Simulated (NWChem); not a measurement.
**One shape, several levels: C2H5BBr (SMILES CC[B]Br)**

Wanted: a comparison of 3 runs (UHF/STO-3G, UHF/3-21G, UB3LYP/6-31G*) of C2H5BBr. 

Program for the calculation: NWChem 7.3.0.

### Step 1. The structure to begin with

C2H5BBr: 9 atoms, total charge 0, spin state doublet. SMILES: `CC[B]Br`. The shape is that of a PBE0-D4/def2-TZVP optimisation. This is one conformer, not always the lowest.

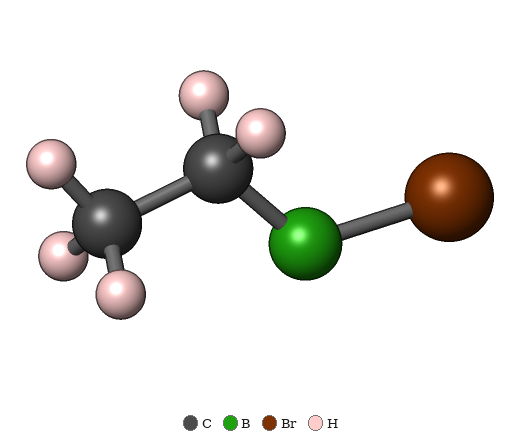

Viewed from a chosen angle; carbon dark grey, boron green, bromine brown, hydrogen pink.

### Step 2. Energy and gradient at UHF/STO-3G (run 1)

c2h5bbr.nw reads:

```
start c2h5bbr
memory stack 880 mb heap 220 mb global 1100 mb
charge 0
geometry units au noautosym nocenter noautoz
  C     -0.63079058     2.00745606     0.72244230
  C      0.68143524    -0.35942591    -0.26512858
  B     -0.96187060    -2.76051192    -0.53441455
  Br     0.17650042    -5.93846435    -1.70509988
  H     -2.18773593     2.56379143    -0.51154886
  H     -1.41899535     1.69054899     2.60253082
  H      0.68086832     3.59671573     0.84432963
  H      1.53521350    -0.01247219    -2.12934340
  H      2.29280471    -0.87494320     0.94410717
end
basis spherical bse
  C library STO-3G
  B library STO-3G
  Br library STO-3G
  H library STO-3G
end
scf
  doublet
  uhf
  thresh 1e-08
  maxiter 80
end
task scf gradient
```

The run is started by

```bash
$ nwchem c2h5bbr.nw > c2h5bbr.out
```

The program printed:

```text
[...]
  functions       =    38
[...]
  wavefunction    = UHF
[...]
         Total SCF energy =  -2646.735473693370
      One electron energy =  -4080.640645216571
      Two electron energy =   1242.508205993831
 Nuclear repulsion energy =    191.396965529371
                       Sz =      0.5000
                 Sz(Sz+1) =      0.7500
                      S^2 =      0.7530
[...]
                         UHF ENERGY GRADIENTS
    atom               coordinates                        gradient
                 x          y          z           x          y          z
   1 C      -0.630791   2.007456   0.722442    0.009340  -0.015404  -0.006643
   2 C       0.681435  -0.359426  -0.265129   -0.032211   0.007955   0.010177
   3 B      -0.961871  -2.760512  -0.534415    0.014810   0.020965   0.002231
   4 Br      0.176500  -5.938464  -1.705100    0.001208  -0.007326  -0.002351
   5 H      -2.187736   2.563791  -0.511549   -0.004124   0.001287  -0.002196
   6 H      -1.418995   1.690549   2.602531   -0.002574  -0.000476   0.004090
   7 H       0.680868   3.596716   0.844330    0.002904   0.004113   0.000436
   8 H       1.535214  -0.012472  -2.129343    0.004080  -0.004142  -0.007914
   9 H       2.292805  -0.874943   0.944107    0.006567  -0.006972   0.002170
[...]
```

Run time: 3.9 s. Hardware: 1 thread of Intel Xeon 6975P-C (Granite Rapids), shared host; peak memory 0.1 GiB.

### Step 3. Energy and gradient at UHF/3-21G (run 2)

m1.xyz reads:

```xyz
9
C2H5BBr gradient
C     -0.333800     1.062300     0.382300
C      0.360600    -0.190200    -0.140300
B     -0.509000    -1.460800    -0.282800
Br     0.093400    -3.142500    -0.902300
H     -1.157700     1.356700    -0.270700
H     -0.750900     0.894600     1.377200
H      0.360300     1.903300     0.446800
H      0.812400    -0.006600    -1.126800
H      1.213300    -0.463000     0.499600
```

m1.nw reads:

```
START m1
TITLE "C2H5BBr gradient"
memory stack 880 mb heap 220 mb global 1100 mb
charge 0

GEOMETRY noautosym nocenter noautoz
  load m1.xyz
END

BASIS spherical bse
  C library 3-21G
  B library 3-21G
  Br library 3-21G
  H library 3-21G
END

SCF
  doublet
  uhf
  thresh 1e-08
  maxiter 80
  noprint "final vectors analysis"
END

TASK scf gradient
```

The run is started by

```bash
$ nwchem m1.nw > m1.out
```

The program printed:

```text
[...]
  functions       =    59
[...]
  wavefunction    = UHF
[...]
         Total SCF energy =  -2662.776764480710
      One electron energy =  -4088.471095900476
      Two electron energy =   1234.297352048184
 Nuclear repulsion energy =    191.396979371582
                       Sz =      0.5000
                 Sz(Sz+1) =      0.7500
                      S^2 =      0.7534
[...]
                         UHF ENERGY GRADIENTS
    atom               coordinates                        gradient
                 x          y          z           x          y          z
   1 C      -0.630791   2.007456   0.722442    0.008364  -0.013089  -0.005746
   2 C       0.681435  -0.359426  -0.265129   -0.018282   0.006484   0.006327
   3 B      -0.961871  -2.760512  -0.534415    0.015733  -0.014389  -0.007906
   4 Br      0.176500  -5.938464  -1.705100   -0.007421   0.021873   0.007956
   5 H      -2.187736   2.563791  -0.511549   -0.004267   0.001456  -0.002743
   6 H      -1.418995   1.690549   2.602531   -0.002445  -0.000616   0.004645
   7 H       0.680868   3.596715   0.844330    0.003363   0.004826   0.000523
   8 H       1.535213  -0.012472  -2.129343    0.001663  -0.002347  -0.004827
   9 H       2.292805  -0.874943   0.944107    0.003294  -0.004198   0.001772
[...]
```

It took 4.8 s on 1 thread of Intel Xeon 6975P-C (Granite Rapids), shared host; peak memory 0.099 GiB.

### Step 4. Energy and gradient at UB3LYP/6-31G(d) (Cartesian functions) (run 3)

c2h5bbr.xyz reads:

```xyz
9

C     -0.333800     1.062300     0.382300
C      0.360600    -0.190200    -0.140300
B     -0.509000    -1.460800    -0.282800
Br     0.093400    -3.142500    -0.902300
H     -1.157700     1.356700    -0.270700
H     -0.750900     0.894600     1.377200
H      0.360300     1.903300     0.446800
H      0.812400    -0.006600    -1.126800
H      1.213300    -0.463000     0.499600
```

c2h5bbr.nw reads:

```
start c2h5bbr
memory 2200 mb

geometry units angstrom noautosym nocenter noautoz
  load c2h5bbr.xyz
end

basis cartesian
  * library 6-31G*
end

dft
  xc b3lyp
  mult 2
  grid fine
  convergence energy 1e-08
  maxiter 100
  mulliken
end

task dft gradient
```

The run is started by

```bash
$ nwchem c2h5bbr.nw > c2h5bbr.out
```

The program printed:

```text
[...]
          Wavefunction type:  spin polarized.
          No. of atoms     :     9
          No. of electrons :    57
[...]
          Charge           :     0
          Spin multiplicity:     2
[...]
          AO basis - number of functions:    90
[...]
              XC Information
              --------------
                         B3LYP Method XC Potential
                     Hartree-Fock (Exact) Exchange  0.200
                        Slater Exchange Functional  0.800 local
                    Becke 1988 Exchange Functional  0.720 non-local
              Lee-Yang-Parr Correlation Functional  0.810
                  VWN I RPA Correlation Functional  0.190 local
[...]
 d= 0,ls=0.0,diis     1  -2677.8566050950 -2.87D+03  7.64D-03  4.09D-01     2.4
[...]
 d= 0,ls=0.0,diis    11  -2677.9205378205 -5.79D-09  2.59D-07  3.79D-10    22.4
[...]
         Total DFT energy =    -2677.920537820530
      One electron energy =    -4100.561692987040
           Coulomb energy =     1339.322485014292
    Exchange-Corr. energy =     -108.078309219364
 Nuclear repulsion energy =      191.396979371582
[...]
      <S2> =      0.7518 (Exact =     0.7500)
[...]
  wavefunction    = open shell
[...]
```

It took 29 s on 1 thread of Intel Xeon 6975P-C (Granite Rapids), shared host; peak memory 0.13 GiB.

### Step 5. The series

```
run                                level  Cartesian functions  iteration cap   energy (Eh)  dipole moment (D)  HOMO energy (eV)  LUMO energy (eV)  wall time
  1                           UHF/STO-3G                   no             80  -2646.735474               1.37             -6.77              6.34      3.9 s
  2                            UHF/3-21G                   no             80  -2662.776764               1.79                 –                 –      4.8 s
  3  UB3LYP/6-31G* (Cartesian functions)                  yes            100  -2677.920538               1.50             -5.20             -1.47       29 s
```

### Step 6. Outcome

| quantity | value |
| --- | --- |
| run 3: total energy | -2677.92054 Eh |
| run 3: dipole moment | 1.50 D |
| run 3: HOMO energy (highest over α and β) | -5.20 eV |
| run 3: LUMO energy (lowest over α and β) | -1.47 eV |
| run 3: ⟨S²⟩ | 0.752 |
| run 3: largest force on an atom | 0.497 eV/Å |

In words: The dipole moment (its size) runs from 1.37 D (UHF/STO-3G) to 1.79 D (UHF/3-21G). In run 1 the basis is minimal, so the values are rough. All runs together took 38 s, the longest 29 s.
